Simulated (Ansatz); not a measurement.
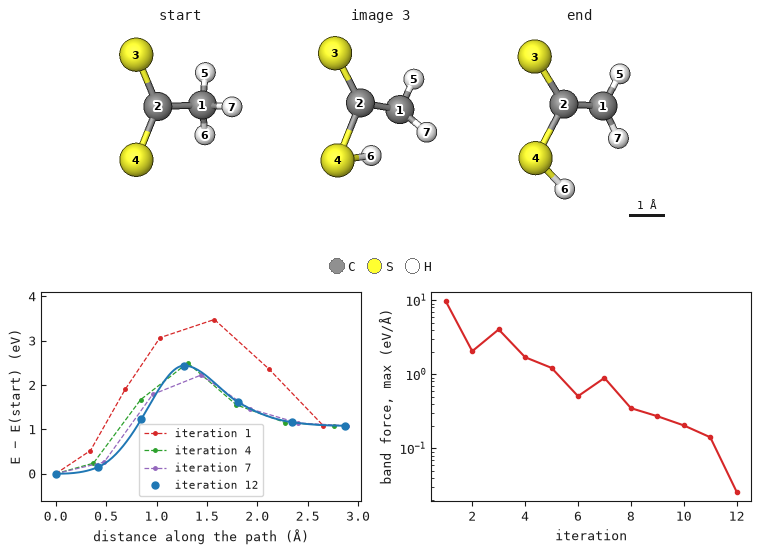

A nudged-elastic-band calculation for C$_{2}$H$_{3}$S$_{2}$ (charge −1). Images are numbered from 0 (start) to 6 (end). The plot follows the band through its iterations. The picture is a ball-and-stick view, seen at a tilt.

Level of theory: Ansatz, RKS PBE0-D4/6-31G*.

Input file:
```yaml
crystal:
  periodic: [false, false, false]
  atoms:
    - { symbol: C, position_ang: [0.0303, 0.692782, 0.112715] }
    - { symbol: C, position_ang: [-0.059818, -0.810676, -0.098576] }
    - { symbol: S, position_ang: [1.097723, -1.750767, 0.701691] }
    - { symbol: S, position_ang: [-1.272324, -1.346706, -1.150738] }
    - { symbol: H, position_ang: [0.470926, 0.930976, 1.086036] }
    - { symbol: H, position_ang: [-0.951371, 1.166249, 0.009776] }
    - { symbol: H, position_ang: [0.684553, 1.118143, -0.660905] }
total_charge: -1
basis:
  gaussian: { orbitals: "6-31G*" }
hamiltonian:
  xc: pbe0
  dispersion: d4
neb:
  order_check: false
  images: 5
  f_tol: 0.05
  max_iterations: 60
  final_atoms:
    - { symbol: C, position_ang: [0.53252031, 0.6885613, 0.37146644] }
    - { symbol: C, position_ang: [0.14436126, -0.58477856, 0.13382334] }
    - { symbol: S, position_ang: [0.82434883, -2.06186803, 0.70904694] }
    - { symbol: S, position_ang: [-1.29421277, -0.87145418, -0.93648567] }
    - { symbol: H, position_ang: [1.39232376, 0.86580746, 1.01079433] }
    - { symbol: H, position_ang: [-1.62227404, 0.41066731, -1.23946618] }
    - { symbol: H, position_ang: [0.02292164, 1.5530657, -0.04918018] }
  initial_path:
    images:
      - { positions_ang: [[0.0303, 0.692782, 0.112715], [-0.059818, -0.810676, -0.098576], [1.097723, -1.750767, 0.701691], [-1.272324, -1.346706, -1.150738], [0.470926, 0.930976, 1.086036], [-0.951371, 1.166249, 0.009776], [0.684553, 1.118143, -0.660905]] }
      - { positions_ang: [[0.08123695, 0.72851456, 0.15376778], [-0.05936574, -0.76166686, -0.07649313], [1.07583988, -1.74931376, 0.67396327], [-1.30602938, -1.2495468, -1.09460606], [0.54904981, 0.93246115, 1.11837677], [-1.06650945, 0.95055197, -0.14739146], [0.72576693, 1.14900075, -0.62761818]] }
      - { positions_ang: [[0.1321739, 0.76424711, 0.19482057], [-0.05891348, -0.71265772, -0.05441026], [1.05395675, -1.74786052, 0.64623555], [-1.33973475, -1.15238761, -1.03847411], [0.62717362, 0.93394631, 1.15071754], [-1.18164791, 0.73485494, -0.30455891], [0.76698087, 1.1798585, -0.59433137]] }
      - { positions_ang: [[0.18311085, 0.79997967, 0.23587335], [-0.05846121, -0.66364859, -0.03232739], [1.03207363, -1.74640729, 0.61850782], [-1.37344013, -1.05522841, -0.98234217], [0.70529743, 0.93543146, 1.18305831], [-1.29678636, 0.51915791, -0.46172637], [0.8081948, 1.21071624, -0.56104455]] }
      - { positions_ang: [[0.29958067, 0.76284021, 0.28107104], [0.00914628, -0.63735858, 0.02305619], [0.96283203, -1.85156087, 0.64868753], [-1.34703101, -0.99397033, -0.96705667], [0.93430621, 0.91222346, 1.12563698], [-1.40528226, 0.48299438, -0.72097297], [0.54643708, 1.32483273, -0.39042309]] }
      - { positions_ang: [[0.41605049, 0.72570076, 0.32626874], [0.07675377, -0.61106857, 0.07843976], [0.89359043, -1.95671445, 0.67886723], [-1.32062189, -0.93271225, -0.95177117], [1.16331499, 0.88901546, 1.06821565], [-1.51377815, 0.44683084, -0.98021958], [0.28467936, 1.43894922, -0.21980164]] }
      - { positions_ang: [[0.53252031, 0.6885613, 0.37146644], [0.14436126, -0.58477856, 0.13382334], [0.82434883, -2.06186803, 0.70904694], [-1.29421277, -0.87145418, -0.93648567], [1.39232376, 0.86580746, 1.01079433], [-1.62227404, 0.41066731, -1.23946618], [0.02292164, 1.5530657, -0.04918018]] }
```

Launched with:
```bash
ansatz run input.yaml --threads 1 --pin off --max-ram 2048MiB --backend cpu --events-out ev --progress --plain --runs-dir out
```

Did the band converge, and can the barrier be trusted?

Answer. The result is final at these settings. The band converged in 12 iterations. The largest component of the band force went from 9.7 to 0.026 eV/Å. The climbing image converged on the top of the path. Its vibrational analysis gives one imaginary mode (1631i cm⁻¹), as a transition state must have. The first iteration put the highest image at 3.48 eV. The highest point, image 3, lies 2.44 eV above the start and 1.36 eV above the end; the end is at +1.08 eV relative to the start.

Limits of the set-up: the basis has no diffuse functions, which an anion needs.

The run took 3.2 min on 1 thread of Arm Neoverse V1, with other jobs on the host, peak memory 0.14 GiB.
